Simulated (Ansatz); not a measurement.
# What BiN (model cell, started as zinc blende) distorts into, part 2 of 3

Aim: this structure of BiN (model cell, started as zinc blende) is to be tested for unstable modes, and one is followed downhill.

Ansatz 0.2.0; DFT PBEsol, scalar-relativistic, plane waves, PAW.

So far, highest frequency on the path or at a solved wavevector (cm⁻¹): step 2 (response at finite wavevector) 310. Also lowest frequency on the path (cm⁻¹): step 2 -107.

The structure was built from a prototype and need not be the compound's stable phase.

### Step 5. Energy along the mode, all amplitudes (two of the runs are shown above)

An imaginary frequency means negative curvature, so the energy should fall and then rise again as anharmonic terms take over.

This step gave:

| Property | Result |
| --- | --- |
| depth at the lowest point sampled | 2.817 meV/atom |
| largest atomic shift at that point | 0.22 Å |

Energy from the parent against largest atomic shift:

| largest atomic shift (Å) | energy from the parent (meV/atom) |
| --- | --- |
| 0.000 | 0 |
| 0.040 | -0.123 |
| 0.080 | -0.55 |
| 0.140 | -1.59 |
| 0.220 | -2.82 |
| 0.320 | -0.793 |
| 0.450 | 25.9 |

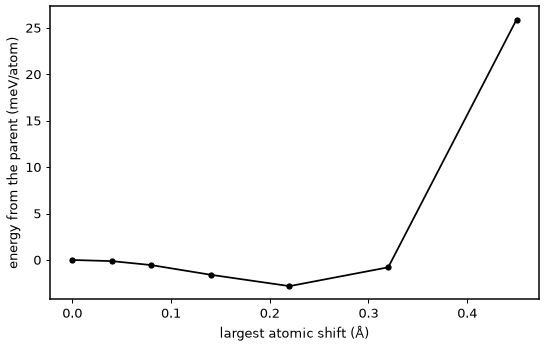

Energy from the parent against largest atomic shift.

Displacement at unit largest shift by atom:

| atom | x (Å) | y (Å) | z (Å) | size |
| --- | --- | --- | --- | --- |
| Bi1 | 0.000 | 0.082 | 0.082 | 0.116 |
| Bi2 | 0.000 | -0.082 | -0.082 | 0.116 |
| N3 | 0.000 | 0.707 | 0.707 | 1.000 |
| N4 | 0.000 | -0.707 | -0.707 | 1.000 |

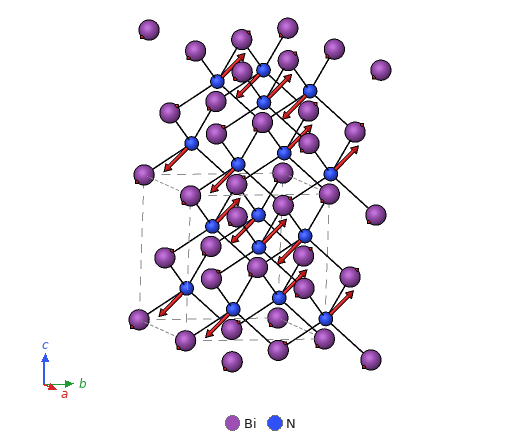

Displacement at unit largest shift as arrows, the longest 1.000 Å. Bonds to atoms that aren't drawn are left out. 2×1×2 conventional cells are drawn. Some periodic images of atoms are drawn too.

The lowest of the steps tried is at 0.22 Å, 2.82 meV/atom below the parent; the bottom of the well need not coincide with a step.

### Step 6. Relaxation from the frozen mode

Starting from the lowest point found, all atoms and the cell are let go, so that strain and other modes of the same symmetry can join in.

File input.yaml:

```yaml
crystal:
  lattice:
    - [0.0, -2.7401716009, -2.7401716009]
    - [0.0, 2.7401716009, -2.7401716009]
    - [5.4803432018, 0.0, 0.0]
  atoms:
    - { symbol: Bi, position: [0.493427475, 0.5, 0.5] }
    - { symbol: Bi, position: [0.006572525, 0.0, 0.0] }
    - { symbol: "N", position: [-0.0567714415, 0.5, 0.75] }
    - { symbol: "N", position: [0.5567714415, 0.0, 0.25] }
kpoints:
  mp_grid: { grid: [12, 12, 8] }
hamiltonian:
  xc: pbesol
scf:
  occupations: { method: methfessel_paxton, width: 0.2 }
output:
  forces: true
  stress: true
  eigenvalues: true
relax:
  adjacent_minimum: "off"
  f_tol: 0.002
  max_steps: 120
  cell: { stress_tol: 0.03 }
```

Launch:

```sh
ansatz run input.yaml --threads 4 --pin off --max-ram 7168MiB --backend cpu --events-out ev --progress --plain --runs-dir out
```

Numbers of over 12 decimals in the logs are rounded to 6 here.

The log of the run:

```text
[...]
Crystal: 4 atoms, lattice volume = 82.299 Å³
Basis set: ecut = 420 eV, 1611 PW (Γ), exchange–correlation on 54×54×80 points (8 copies of the dense FFT grid, shifted against one another)
Bands: 24, of which v1, the nominal top of the filled ones, is band 20 counted from 1 (19 counted from 0)
Symmetry: 4 space group operations
[...]
k-points: 245 of 1152 (time reversal used)
[...]
SCF iter   1: F=—  HF=-25237.828990 eV  |F-HF|=—  |Δ(HF+E_count)|=         —  Δρ=1.60e-2  dr2=2.80e-1  ethr=1.77e-3  ⟨swp⟩=5.3  Hψ=25448  notcnv=0
[...]
SCF iter   7: F=-25237.778363 eV  HF=-25237.778363 eV  |F-HF|=1.06e-9  |Δ(HF+E_count)|=   2.26e-8  S|Δr|=    0.00e0  Δρ=2.60e-6  dr2=6.33e-9  ethr=2.50e-10  ⟨swp⟩=5.1  Hψ=23386  notcnv=0
SCF 1 converged in 7 iterations: F = -25237.778363 eV  dr2 = 6.33e-9
[...]
relax step   1: F+E_penalty+E_count = -25237.77836300 eV  Δ(F+E_penalty+E_count) = +0.000e0 eV  max|allowed force component| = 2.944e-1 eV/Å  Δτ_max = 0.0000 Å  P = -0.017 GPa  Ω = 82.299 Å³  (7 SCF iters, dr2 threshold 1.00e-7 eV, accepted)
Crystal: 4 atoms, lattice volume = 81.150 Å³
Basis set: ecut = 420 eV, 1587 PW (Γ), exchange–correlation on 54×54×80 points (8 copies of the dense FFT grid, shifted against one another)
[...]
SCF iter   6: F=-25237.821918 eV  HF=-25237.821918 eV  |F-HF|=8.05e-8  |Δ(HF+E_count)|=   1.33e-6  S|Δr|=    0.00e0  Δρ=1.84e-5  dr2=3.14e-7  ethr=1.00e-9  ⟨swp⟩=7.0  Hψ=29433  notcnv=0
SCF 2 converged in 6 iterations: F = -25237.821918 eV  dr2 = 3.14e-7
[...]
relax step   2: F+E_penalty+E_count = -25237.82191766 eV  Δ(F+E_penalty+E_count) = -4.355e-2 eV  max|allowed force component| = 2.372e-1 eV/Å  Δτ_max = 0.0972 Å  P = -0.933 GPa  Ω = 81.150 Å³  energy of the carried Pulay correction = +1.821e-3 eV  (6 SCF iters, dr2 threshold 4.00e-7 eV, accepted)
Crystal: 4 atoms, lattice volume = 80.632 Å³
Basis set: ecut = 420 eV, 1555 PW (Γ), exchange–correlation on 54×54×80 points (8 copies of the dense FFT grid, shifted against one another)
[...]
SCF iter   6: F=-25237.854683 eV  HF=-25237.854683 eV  |F-HF|=1.79e-8  |Δ(HF+E_count)|=   2.95e-7  S|Δr|=    0.00e0  Δρ=8.45e-6  dr2=6.73e-8  ethr=1.00e-9  ⟨swp⟩=6.0  Hψ=26732  notcnv=0
SCF 3 converged in 6 iterations: F = -25237.854683 eV  dr2 = 6.73e-8
relax step   3: F+E_penalty+E_count = -25237.85468286 eV  Δ(F+E_penalty+E_count) = -3.277e-2 eV  max|allowed force component| = 2.598e-1 eV/Å  Δτ_max = 0.0458 Å  P = -0.903 GPa  Ω = 80.632 Å³  energy of the carried Pulay correction = +2.648e-3 eV  (6 SCF iters, dr2 threshold 4.00e-7 eV, accepted)
[... from here on, the SCF cycles and remarks between the steps are left out ...]
relax step   4: F+E_penalty+E_count = -25237.89099468 eV  Δ(F+E_penalty+E_count) = -3.631e-2 eV  max|allowed force component| = 3.114e-1 eV/Å  Δτ_max = 0.0594 Å  P = -1.413 GPa  Ω = 80.296 Å³  energy of the carried Pulay correction = +3.190e-3 eV  (6 SCF iters, dr2 threshold 4.00e-7 eV, accepted)
relax step   5: F+E_penalty+E_count = -25237.93059674 eV  Δ(F+E_penalty+E_count) = -3.960e-2 eV  max|allowed force component| = 3.303e-1 eV/Å  Δτ_max = 0.0578 Å  P = -1.708 GPa  Ω = 79.827 Å³  energy of the carried Pulay correction = +3.947e-3 eV  (6 SCF iters, dr2 threshold 4.00e-7 eV, accepted)
relax step   6: F+E_penalty+E_count = -25238.09227874 eV  Δ(F+E_penalty+E_count) = -1.617e-1 eV  max|allowed force component| = 2.120e-1 eV/Å  Δτ_max = 0.1929 Å  P = +0.141 GPa  Ω = 77.208 Å³  energy of the carried Pulay correction = +8.264e-3 eV  (7 SCF iters, dr2 threshold 4.00e-7 eV, accepted)
relax step   7: F+E_penalty+E_count = -25238.24294488 eV  Δ(F+E_penalty+E_count) = -1.507e-1 eV  max|allowed force component| = 2.294e-1 eV/Å  Δτ_max = 0.1953 Å  P = -0.804 GPa  Ω = 76.867 Å³  energy of the carried Pulay correction = +8.837e-3 eV  (6 SCF iters, dr2 threshold 4.00e-7 eV, accepted)
relax step   8: F+E_penalty+E_count = -25238.39413400 eV  Δ(F+E_penalty+E_count) = -1.512e-1 eV  max|allowed force component| = 2.963e-1 eV/Å  Δτ_max = 0.1953 Å  P = +0.820 GPa  Ω = 76.227 Å³  energy of the carried Pulay correction = +9.918e-3 eV  (7 SCF iters, dr2 threshold 4.00e-7 eV, accepted)
relax step   9: F+E_penalty+E_count = -25238.55273828 eV  Δ(F+E_penalty+E_count) = -1.586e-1 eV  max|allowed force component| = 2.629e-1 eV/Å  Δτ_max = 0.2000 Å  P = +0.866 GPa  Ω = 76.771 Å³  energy of the carried Pulay correction = +9.000e-3 eV  (6 SCF iters, dr2 threshold 4.00e-7 eV, accepted)
relax step  10: F+E_penalty+E_count = -25238.63247235 eV  Δ(F+E_penalty+E_count) = -7.973e-2 eV  max|allowed force component| = 2.274e-1 eV/Å  Δτ_max = 0.1948 Å  P = -2.292 GPa  Ω = 76.968 Å³  energy of the carried Pulay correction = +8.667e-3 eV  (7 SCF iters, dr2 threshold 4.00e-7 eV, accepted)
relax step  11: F+E_penalty+E_count = -25238.46502799 eV  Δ(F+E_penalty+E_count) = +1.674e-1 eV  max|allowed force component| = 8.358e-1 eV/Å  Δτ_max = 0.1281 Å  P = +3.959 GPa  Ω = 77.939 Å³  energy of the carried Pulay correction = +7.045e-3 eV  (6 SCF iters, dr2 threshold 4.00e-7 eV, rejected (line search))
relax step  12: F+E_penalty+E_count = -25238.67191483 eV  Δ(F+E_penalty+E_count) = -3.944e-2 eV  max|allowed force component| = 7.214e-2 eV/Å  Δτ_max = 0.0193 Å  P = +0.220 GPa  Ω = 74.297 Å³  energy of the carried Pulay correction = +1.323e-2 eV  (9 SCF iters, accepted)
relax step  13: F+E_penalty+E_count = -25238.67936118 eV  Δ(F+E_penalty+E_count) = -7.446e-3 eV  max|allowed force component| = 5.825e-2 eV/Å  Δτ_max = 0.0342 Å  P = +0.038 GPa  Ω = 74.373 Å³  energy of the carried Pulay correction = +1.310e-2 eV  (5 SCF iters, dr2 threshold 4.00e-7 eV, accepted)
relax step  14: F+E_penalty+E_count = -25238.68361139 eV  Δ(F+E_penalty+E_count) = -4.250e-3 eV  max|allowed force component| = 4.541e-2 eV/Å  Δτ_max = 0.0173 Å  P = +0.099 GPa  Ω = 73.698 Å³  energy of the carried Pulay correction = +1.428e-2 eV  (5 SCF iters, dr2 threshold 2.12e-7 eV, accepted)
relax step  15: F+E_penalty+E_count = -25238.68406328 eV  Δ(F+E_penalty+E_count) = -4.519e-4 eV  max|allowed force component| = 2.218e-2 eV/Å  Δτ_max = 0.0160 Å  P = -0.032 GPa  Ω = 73.894 Å³  energy of the carried Pulay correction = +1.394e-2 eV  (5 SCF iters, dr2 threshold 2.11e-7 eV, accepted)
[...]
relax step  23: F+E_penalty+E_count = -25238.68795719 eV  Δ(F+E_penalty+E_count) = -6.021e-3 eV  max|allowed force component| = 4.630e-2 eV/Å  Δτ_max = 0.0587 Å  P = +0.285 GPa  Ω = 73.640 Å³  energy of the carried Pulay correction = +4.110e-4 eV  (5 SCF iters, dr2 threshold 1.38e-7 eV, accepted)
relax step  24: F+E_penalty+E_count = -25238.71387263 eV  Δ(F+E_penalty+E_count) = -2.592e-2 eV  max|allowed force component| = 1.809e-1 eV/Å  Δτ_max = 0.0821 Å  P = +1.291 GPa  Ω = 73.354 Å³  energy of the carried Pulay correction = +1.260e-3 eV  (6 SCF iters, dr2 threshold 4.00e-7 eV, accepted)
relax step  25: F+E_penalty+E_count = -25238.74430576 eV  Δ(F+E_penalty+E_count) = -3.043e-2 eV  max|allowed force component| = 2.897e-2 eV/Å  Δτ_max = 0.1039 Å  P = +0.778 GPa  Ω = 73.700 Å³  energy of the carried Pulay correction = +8.585e-4 eV  (6 SCF iters, dr2 threshold 4.00e-7 eV, accepted)
relax step  26: F+E_penalty+E_count = -25238.66918218 eV  Δ(F+E_penalty+E_count) = +7.512e-2 eV  max|allowed force component| = 2.333e-1 eV/Å  Δτ_max = 0.0487 Å  P = -4.283 GPa  Ω = 76.323 Å³  energy of the carried Pulay correction = -4.304e-3 eV  (6 SCF iters, dr2 threshold 4.00e-7 eV, rejected (line search))
relax step  27: F+E_penalty+E_count = -25238.74747129 eV  Δ(F+E_penalty+E_count) = -3.166e-3 eV  max|allowed force component| = 1.644e-2 eV/Å  Δτ_max = 0.0198 Å  P = +0.095 GPa  Ω = 74.155 Å³  energy of the carried Pulay correction = -8.098e-5 eV  (10 SCF iters, accepted)
relax step  28: F+E_penalty+E_count = -25238.74727345 eV  Δ(F+E_penalty+E_count) = +1.978e-4 eV  max|allowed force component| = 8.878e-3 eV/Å  Δτ_max = 0.0009 Å  P = -0.053 GPa  Ω = 74.281 Å³  energy of the carried Pulay correction = -3.177e-4 eV  (4 SCF iters, dr2 threshold 7.14e-8 eV, accepted)
relax step  29: F+E_penalty+E_count = -25238.74739999 eV  Δ(F+E_penalty+E_count) = -1.265e-4 eV  max|allowed force component| = 2.439e-4 eV/Å  Δτ_max = 0.0014 Å  P = +0.002 GPa  Ω = 74.230 Å³  energy of the carried Pulay correction = -2.187e-4 eV  (4 SCF iters, dr2 threshold 2.03e-8 eV, accepted)
relax step  30: F+E_penalty+E_count = -25238.77618709 eV  Δ(F+E_penalty+E_count) = -2.879e-2 eV  max|allowed force component| = 2.422e-3 eV/Å  Δτ_max = 0.0000 Å  P = +0.409 GPa  Ω = 74.230 Å³  stress off target by 1.15e0 GPa  SCF on the basis re-selected at this cell (its energy is not comparable with the rows above)  (7 SCF iters)
relax step  31: F+E_penalty+E_count = -25238.78296247 eV  Δ(F+E_penalty+E_count) = -6.775e-3 eV  max|allowed force component| = 2.713e-2 eV/Å  Δτ_max = 0.0091 Å  P = +0.261 GPa  Ω = 75.177 Å³  energy of the carried Pulay correction = -1.838e-3 eV  (5 SCF iters, dr2 threshold 4.00e-7 eV, accepted)
relax step  32: F+E_penalty+E_count = -25238.78361400 eV  Δ(F+E_penalty+E_count) = -6.515e-4 eV  max|allowed force component| = 6.497e-2 eV/Å  Δτ_max = 0.0214 Å  P = +0.412 GPa  Ω = 76.690 Å³  energy of the carried Pulay correction = -5.093e-3 eV  (5 SCF iters, dr2 threshold 4.00e-7 eV, accepted)
relax step  33: F+E_penalty+E_count = -25238.78361201 eV  Δ(F+E_penalty+E_count) = +1.995e-6 eV  max|allowed force component| = 5.754e-3 eV/Å  Δτ_max = 0.0024 Å  P = -0.027 GPa  Ω = 76.943 Å³  energy of the carried Pulay correction = -5.672e-3 eV  (4 SCF iters, dr2 threshold 4.00e-7 eV, accepted)
relax step  34: F+E_penalty+E_count = -25238.78361233 eV  Δ(F+E_penalty+E_count) = -3.236e-7 eV  max|allowed force component| = 1.164e-3 eV/Å  Δτ_max = 0.0004 Å  P = -0.000 GPa  Ω = 76.946 Å³  energy of the carried Pulay correction = -5.680e-3 eV  (4 SCF iters, dr2 threshold 8.63e-9 eV, accepted)
relax step  35: F+E_penalty+E_count = -25238.79145872 eV  Δ(F+E_penalty+E_count) = -7.846e-3 eV  max|allowed force component| = 3.757e-4 eV/Å  Δτ_max = 0.0000 Å  P = +0.037 GPa  Ω = 76.946 Å³  stress off target by 2.07e-1 GPa  SCF on the basis re-selected at this cell (its energy is not comparable with the rows above)  (7 SCF iters)
relax step  36: F+E_penalty+E_count = -25238.79129325 eV  Δ(F+E_penalty+E_count) = +1.655e-4 eV  max|allowed force component| = 8.722e-4 eV/Å  Δτ_max = 0.0039 Å  P = +0.041 GPa  Ω = 77.316 Å³  energy of the carried Pulay correction = -6.778e-4 eV  (5 SCF iters, dr2 threshold 1.07e-7 eV, accepted)
relax step  37: F+E_penalty+E_count = -25238.79095335 eV  Δ(F+E_penalty+E_count) = +3.399e-4 eV  max|allowed force component| = 9.842e-4 eV/Å  Δτ_max = 0.0022 Å  P = -0.002 GPa  Ω = 77.537 Å³  energy of the carried Pulay correction = -1.091e-3 eV  (5 SCF iters, dr2 threshold 1.49e-8 eV, accepted)
relax step  38: F+E_penalty+E_count = -25238.79210537 eV  Δ(F+E_penalty+E_count) = -1.152e-3 eV  max|allowed force component| = 1.028e-3 eV/Å  Δτ_max = 0.0000 Å  P = +0.001 GPa  Ω = 77.537 Å³  stress off target by 3.79e-2 GPa  SCF on the basis re-selected at this cell (its energy is not comparable with the rows above)  (5 SCF iters)
relax step  39: F+E_penalty+E_count = -25238.79190676 eV  Δ(F+E_penalty+E_count) = +1.986e-4 eV  max|allowed force component| = 3.073e-4 eV/Å  Δτ_max = 0.0013 Å  P = +0.004 GPa  Ω = 77.662 Å³  energy of the carried Pulay correction = -2.246e-4 eV  (5 SCF iters, dr2 threshold 3.59e-9 eV, accepted)
[...]
SCF iter   5: F=-25238.792142 eV  HF=-25238.792142 eV  |F-HF|=3.64e-12  |Δ(HF+E_count)|=  7.64e-11  S|Δr|=    0.00e0  Δρ=8.92e-8  dr2=1.02e-11  ethr=1.00e-12  ⟨swp⟩=5.3  Hψ=30323  notcnv=0
SCF 40 converged in 5 iterations: F = -25238.792142 eV  dr2 = 1.02e-11
relax step  40: F+E_penalty+E_count = -25238.79214235 eV  Δ(F+E_penalty+E_count) = -2.356e-4 eV  max|allowed force component| = 2.753e-4 eV/Å  Δτ_max = 0.0000 Å  P = +0.005 GPa  Ω = 77.662 Å³  stress off target by 8.82e-3 GPa  SCF on the basis re-selected at this cell (its energy is not comparable with the rows above)  (5 SCF iters)
[...]
SCF converged after 5 iterations
[...]
Free energy (F): -25238.792142 eV
[...]
Internal energy: -25238.798106 eV  (E = F + TS)
E sigma→0 (E₀):  -25238.793633 eV
Entropy (-TS):   0.005964 eV (1.491 meV/atom)
Fermi energy:    10.213980 eV
Step filling:    the computed levels leave a gap of 0.1310 eV = 0.7 smearing widths at the electron count; against every level under it full and every level over it empty, smearing changes F+E_penalty+E_count by +2.392 meV and its σ→0 estimate by +0.901 meV
[...]
--- Forces (eV/Å), atoms counted from 1 ---
  atom   1  Bi    -0.00002340     0.00027526     0.00027526
  atom   2  Bi    -0.00002340    -0.00027526    -0.00027526
  atom   3  N      0.00002341     0.00010826     0.00010826
  atom   4  N      0.00002341    -0.00010826    -0.00010826
  max |Σ_I F_I| component: 1.81e-9 eV/Å
--- Stress (GPa, compression-positive) ---
        0.000555       0.000000       0.000000
        0.000000       0.006911       0.001913
        0.000000       0.001913       0.006911
  P = ⅓ Tr σ = 0.0048 GPa (0.048 kbar)
--- Band table (eV; the first three rows and the last of 245) ---
  k-point 0: bands = [... 16 lower, 8.4939, 8.8960, 9.0879, 9.7704, 12.4733, 13.1254, 14.4644, 14.6919]
  k-point 1: bands = [... 16 lower, 7.7310, 8.9571, 9.5184, 9.7262, 12.5761, 12.7121, 14.5543, 15.0855]
  k-point 2: bands = [... 16 lower, 7.1627, 8.5947, 9.3738, 9.5482, 12.2810, 13.5934, 14.2913, 15.7032]
  k-point 244: bands = [... 16 lower, 6.7942, 6.7942, 10.1253, 10.1253, 13.6847, 13.6847, 14.2116, 14.2116]
--- Relaxed structure (35 steps of the walk, 32 accepted, 5 SCFs on fresh bases) ---
  F+E_penalty+E_count = -25238.79214235 eV   max|allowed force component| = 2.753e-4 eV/Å   (the final SCF, on the basis selected at the relaxed cell)
  cell:  # Å, volume = 77.6623 Å³
    - [0, -3.439000, -3.439000]
    - [0, 2.562043, -2.562043]
    - [4.407189, 0, 0]
  atoms:
    - { symbol: Bi, position: [0.528349, 0.500000, 0.375001] }
    - { symbol: Bi, position: [-0.028349, 0.0, -0.124999] }
    - { symbol: N, position: [-0.296852, 0.5, 0.874999] }
    - { symbol: N, position: [0.796852, 0.0, 0.374999] }
```

Elapsed: 8.4 min, on 4 threads of Arm Neoverse V1, shared host; peak memory 0.78 GiB.

The steps of the relaxation (22 of 40):

| step | energy less that of the first step (eV) | largest force component (eV/Å) | pressure (GPa) | volume (Å³) |
| --- | --- | --- | --- | --- |
| 1 | 0.0000 | 0.2944 | -0.02 | 82.30 |
| 3 | -0.0763 | 0.2598 | -0.90 | 80.63 |
| 5 | -0.1522 | 0.3303 | -1.71 | 79.83 |
| 7 | -0.4646 | 0.2294 | -0.80 | 76.87 |
| 8 | -0.6158 | 0.2963 | 0.82 | 76.23 |
| 10 | -0.8541 | 0.2274 | -2.29 | 76.97 |
| 12 | -0.8936 | 0.0721 | 0.22 | 74.30 |
| 14 | -0.9052 | 0.0454 | 0.10 | 73.70 |
| 16 | -0.9062 | 0.0008 | -0.01 | 73.71 |
| 18 | -0.9063 | 0.0007 | -0.01 | 73.71 |
| 20 | -0.9063 | 0.0002 | 0.00 | 73.71 |
| 21* | -0.9020 | 0.0006 | -0.07 | 73.71 |
| 23 | -0.9096 | 0.0463 | 0.28 | 73.64 |
| 25 | -0.9659 | 0.0290 | 0.78 | 73.70 |
| 27 | -0.9691 | 0.0164 | 0.10 | 74.16 |
| 29 | -0.9690 | 0.0002 | 0.00 | 74.23 |
| 31 | -1.0046 | 0.0271 | 0.26 | 75.18 |
| 33 | -1.0052 | 0.0058 | -0.03 | 76.94 |
| 34 | -1.0052 | 0.0012 | 0.00 | 76.95 |
| 36 | -1.0129 | 0.0009 | 0.04 | 77.32 |
| 38* | -1.0137 | 0.0010 | 0.00 | 77.54 |
| 40* | -1.0138 | 0.0003 | 0.00 | 77.66 |

Relaxation steps marked * repeat the geometry before them on a plane-wave basis chosen anew for their cell, so energy and pressure can jump there. Other such steps can lie between the rows shown. Relaxation steps 11, 19, 26 were tried and not accepted.

The run keeps the 4 symmetry operations that it works with, so distortions that break them were not tested.

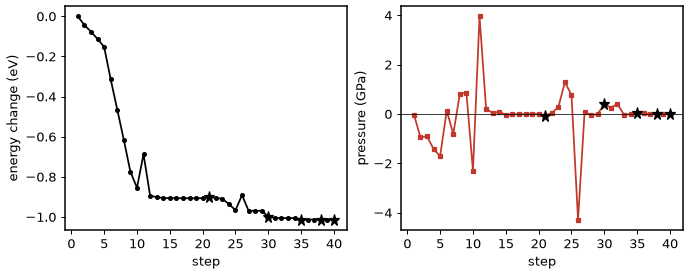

Energy and pressure along the relaxation. Stars mark steps on a basis chosen anew.

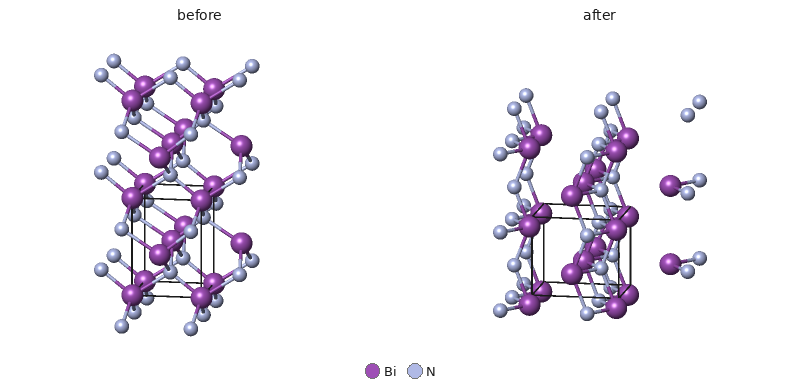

The structure before and after the relaxation, drawn at the same scale. Bonds to atoms that aren't drawn are left out.

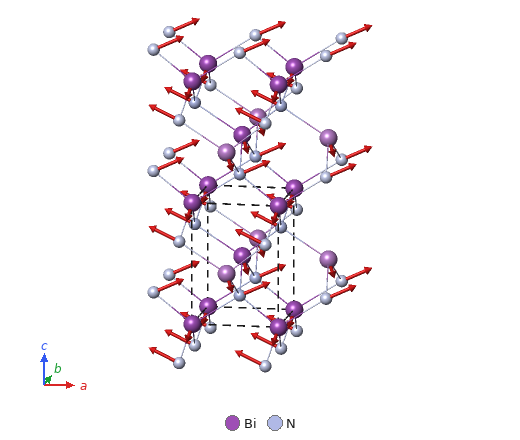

Displacements in the relaxation, scaled, measured against the changing cell; the longest in the cell stands for 1.29 Å. 1×1×2 cells are drawn. Some periodic images of atoms are drawn too.

| cell as run | before | after | change |
| --- | --- | --- | --- |
| a (Å) | 3.875 | 4.863 | +25.5 % |
| b (Å) | 3.875 | 3.623 | -6.5 % |
| c (Å) | 5.480 | 4.407 | -19.6 % |
| volume (Å³/atom) | 20.57 | 19.42 | -5.6 % |

The atoms that moved most (Å, as changes of fractional coordinates times the final cell):

| atom | dx | dy | dz | length |
| --- | --- | --- | --- | --- |
| N3 | 0.551 | 0.826 | 0.826 | 1.291 |
| N4 | 0.551 | -0.826 | -0.826 | 1.291 |
| Bi2 | -0.551 | 0.120 | 0.120 | 0.576 |
| Bi1 | -0.551 | -0.120 | -0.120 | 0.576 |

The relaxed structure:

```
Bi N
1.0
     0.00000   -3.43900   -3.43900
     0.00000    2.56204   -2.56204
     4.40719    0.00000    0.00000
Bi N
2 2
Cartesian
  1.6527 -0.5360 -3.0980
  -0.5509 0.0975 0.0975
  3.8563 2.3019 -0.2601
  1.6527 -2.7404 -2.7404
```

Numbers from this step:

| Quantity | Value |
| --- | --- |
| pressure | 0.004792 GPa |
| volume per atom | 19.42 Å³ |
| gap on the k-mesh | 0.1310 eV |

The distorted start has space group Pmn2_1; the relaxation ends in Pmmn.

(Part 2 of 3 ends here.)

[Logs are printed without paths, hosts, clocks, repeated set-up lines and the standing remarks that a program may print on its own settings, such as how far it seeks lower states.]

[Hosts, paths, dates, database ids (printed as entryN), source tags and the programs' standing remarks are cut or masked in the printed files.]
